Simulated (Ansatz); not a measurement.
The structure below was relaxed with PBE (Ansatz, a first-principles code; PAW; 420 eV plane waves; spin-orbit coupling left out), at pressure −1 GPa.

```yaml
crystal:
  lattice:
    - [0.00000, 2.35793, 2.35793]
    - [2.35793, 0.00000, 2.35793]
    - [2.35793, 2.35793, 0.00000]
  atoms:
    - { symbol: Zr, position: [0.00000, 0.00000, 0.00000] }
    - { symbol: C, position: [0.50000, 0.50000, 0.50000] }
```

### Question
Find the space group and the Wyckoff positions.

### Answer
Space group Fm-3m (No. 225); a = b = c = 4.716 Å, α = β = γ = 90.00°

| atom | site | symmetry | x | y | z |
|---|---|---|---|---|---|
| Zr | 4a | m-3m | 0.0000 | 0.0000 | 0.0000 |
| C | 4b | m-3m | 0.5000 | 0.5000 | 0.5000 |

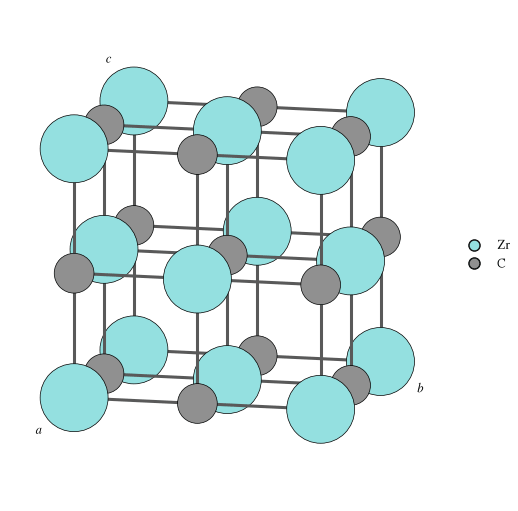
Figure. The conventional cell

Load acts through the strain it causes; cell and atoms are relaxed under it. Whether these cells are dynamically stable was not tested. All final runs are without spin polarisation. The cell was made from ZrC in the rock salt structure (space group Fm-3m, No. 225) by this change: pressure −1 GPa.
